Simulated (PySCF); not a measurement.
# C₄F₁₂Si (Si(CF3)4): what the fields show

| atom | x (Å) | y (Å) | z (Å) |
| --- | --- | --- | --- |
| Si | -0.0051 | -0.0031 | 0.0044 |
| C | 0.0097 | 0.0136 | 1.9319 |
| F | -1.1965 | -0.2847 | 2.4214 |
| F | 0.3581 | 1.2174 | 2.3925 |
| F | 0.8811 | -0.8791 | 2.4079 |
| C | 1.8060 | -0.0689 | -0.6515 |
| F | 2.6045 | 0.7061 | 0.0861 |
| F | 1.8668 | 0.3583 | -1.9151 |
| F | 2.2868 | -1.3136 | -0.6128 |
| C | -0.8509 | 1.6017 | -0.6480 |
| F | -1.9759 | 1.8526 | 0.0255 |
| F | -1.1597 | 1.4853 | -1.9420 |
| F | -0.0427 | 2.6559 | -0.5092 |
| C | -0.9736 | -1.5495 | -0.6174 |
| F | -0.5956 | -2.6457 | 0.0452 |
| F | -0.7543 | -1.7554 | -1.9185 |
| F | -2.2873 | -1.3916 | -0.4403 |

Geometry: PBE0-D3(BJ)/def2-SVP.

Theory: PySCF, PBE0/pcSseg-1, SCF density, gas phase, non-relativistic.

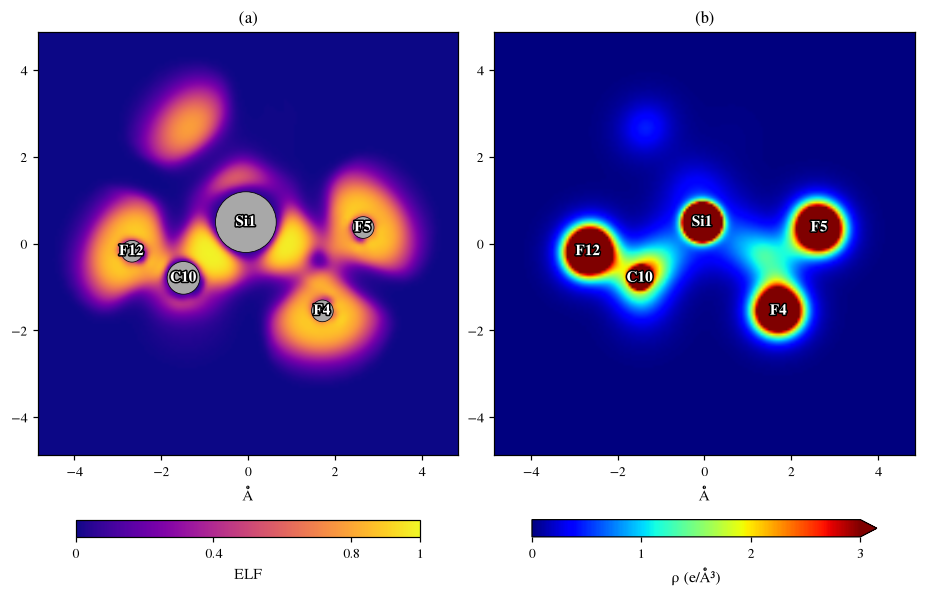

Figure 1. (a) electron localisation function; (b) total electron density on the plane of atoms Si1, C10 and F12. Grey discs cover the atomic cores in the ELF map.

Interpret the plot.

Answer. The section cuts through Si, F and C sites.
C–F (1.34 Å): ρ is about 2.4 e/Å³ halfway; the ELF peaks at about 0.85 between the atoms (a polar covalent bond).
C–Si (1.93 Å): ρ is about 0.98 e/Å³ halfway; the ELF peaks at about 1 between the atoms (a covalent bond).
The ELF also peaks beside F4, F12 and F5, away from the bonds: lone-pair regions.

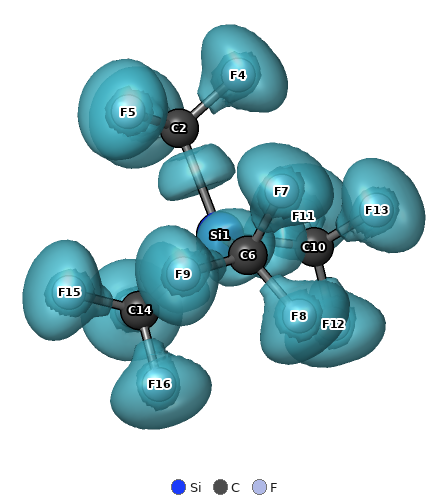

Figure 2. Isosurface of the ELF at 0.75 (cyan), seen at a tilt. Core shells and regions of very low density are left out.

Where are the electrons localised?

Answer. At this value the surface marks out four regions between bonded C–Si atoms (shared pairs) and twelve regions on F in which the atom's valence shell and bonds are merged. Profiles from the grid: C–F (1.33 Å): the ELF peaks at about 0.85 between the atoms: a shared but strongly polarised pair.

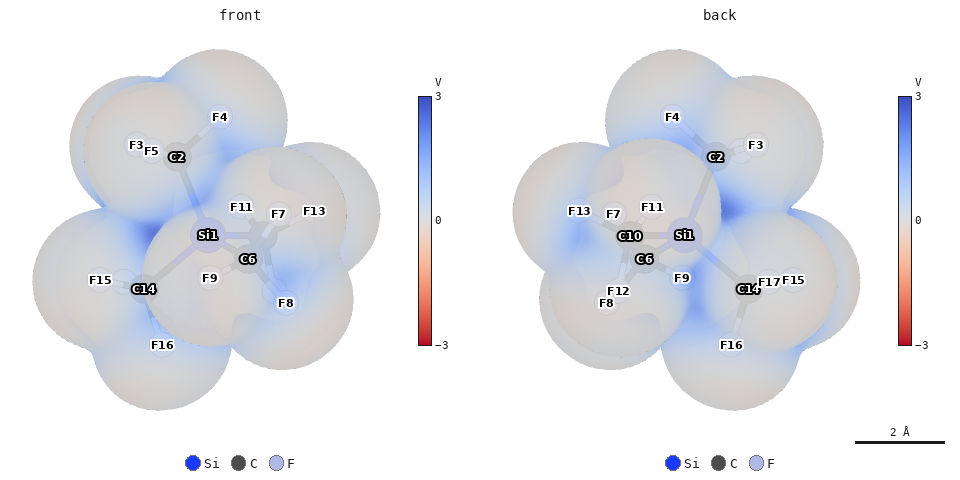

Figure 3. The molecular electrostatic potential painted on the density surface at 0.002 e/bohr³, seen from the front and from behind; the colour scale runs from red (negative) to blue (positive).

Describe the electrostatic potential map.

Answer. The most negative region (about −0.1 V) lies over the F atoms, the most positive (about +2.2 V) over Si1.

What dipole moment does the calculation give?

Answer. Its dipole moment is 0.02 D.
